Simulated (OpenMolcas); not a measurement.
## Predicting a hybrid from its neighbours: CH6GaN

The species is CH6GaN (9 atoms), meant as a singlet with charge 0. SMILES: `[CH3][GaH][NH2]`. Geometry: relaxed at PBE0-D4/def2-TZVP.

The dipole moment y, in D, basis 6-31G(d); a is the functional's share of exact exchange. Programs: OpenMolcas 26.06.

```
functional     program     a  y (D)
    revPBE  OpenMolcas     0   1.13
    r2SCAN  OpenMolcas     0   1.04
     B3LYP  OpenMolcas   0.2   1.02
      PBE0  OpenMolcas  0.25      ?
     BHLYP  OpenMolcas   0.5   0.84
```

Task: Fit y = c + s·a to the known rows and predict PBE0.

Result: 
1. Means of the 4 rows: a = 0.1750, y = 1.008.
2. Σ(Δa)² = 0.1675, Σ(Δa·Δy) = -0.08125, so the slope is -0.08125/0.1675 = -0.48507.
3. Intercept: 1.008 − (-0.48507) × 0.1750 = 1.093. The largest residual of the fit is 0.052.
4. PBE0: 1.093 + (-0.48507) × 0.25 = 0.97 D.

The run gave 0.97 D, so the prediction is off by 0.00 D: they agree to the digits shown. The rows mix families of semi-local functionals, which the line can't see.

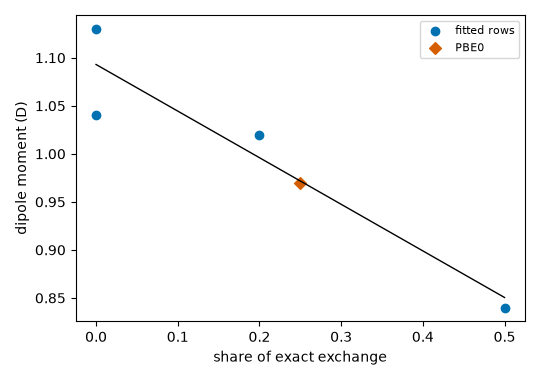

The fitted line, with the withheld row.
